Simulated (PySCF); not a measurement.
C$_{7}$H$_{16}$BP

Input

```
{"job": {"kind": "nmr", "xc": "PBE0", "basis": "pcSseg-1"}, "charge": 0, "multiplicity": 1}
B      0.714565     2.911794     0.393973
P      0.038526     1.220474    -0.304849
C     -1.648561     0.587270     0.172985
C     -1.702031    -0.912901     0.435899
C     -3.107687    -1.361895     0.817290
C      0.478139     0.409491    -1.871222
C      1.021262    -0.216261    -0.840802
C      1.939773    -1.279536    -0.401000
C      2.972656    -0.711940     0.571336
H      1.783928     3.027264    -0.108574
H      0.734754     2.746662     1.572662
H     -0.087547     3.719868     0.050527
H     -2.352265     0.865813    -0.617820
H     -1.931444     1.140719     1.073087
H     -1.378479    -1.451420    -0.458199
H     -1.008592    -1.159192     1.243741
H     -3.128614    -2.432755     1.006467
H     -3.808977    -1.141923     0.014996
H     -3.442652    -0.847783     1.715597
H      0.425798     0.399171    -2.938986
H      1.365935    -2.065595     0.099613
H      2.434397    -1.720574    -1.271515
H      2.472779    -0.247456     1.419006
H      3.577038     0.045820     0.078357
H      3.626363    -1.500970     0.935257
```

Run with:

```sh
OMP_NUM_THREADS=1 python probes_run.py task.json out
```

Geometry: GFN2-xTB.

These are results of PBE0/pcSseg-1, SCF density, gas phase, non-relativistic in PySCF 2.14.0, not measurements.

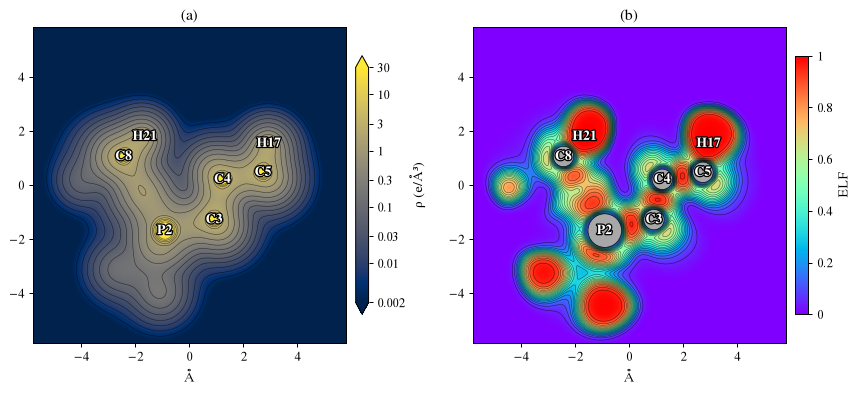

Figure 1. (a) total electron density; (b) electron localisation function on the plane of atoms C3, C4 and C5. Grey discs cover the atomic cores in the ELF map.

> What do the fields say about this system?

- The section cuts through P, C and H sites.
- C–H (1.09 Å): the density is about 2 e/Å³ at the midpoint; the ELF climbs to about 1 towards the hydrogen, as it does in any bond to H; an ordinary covalent bond to hydrogen.
- C–C (1.52 Å): ρ is about 1.6 e/Å³ halfway; the ELF peaks at about 0.95 between the atoms: a shared electron pair.
- C–P (1.86 Å): the density is about 1.1 e/Å³ at the midpoint; the ELF peaks at about 0.95 between the atoms (a covalent bond).

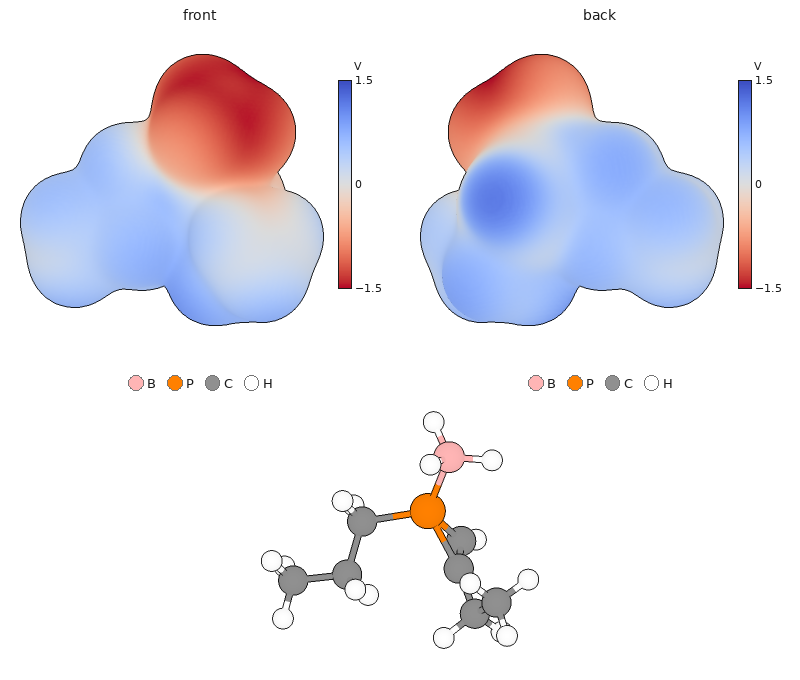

Figure 2. The molecular electrostatic potential painted on the density surface at 0.001 e/bohr³, seen from the front and from behind; the colour scale runs from red (negative) to blue (positive). The bare structure is drawn below in the same view.

> Where is the surface potential most negative and most positive?

The most negative region (about −1.5 V, or −35 kcal/mol for a unit charge) lies over H12, the most positive (about +1.1 V, or +25 kcal/mol for a unit charge) over H20.

> What dipole moment does the calculation give?

Its dipole moment is 5.59 D.
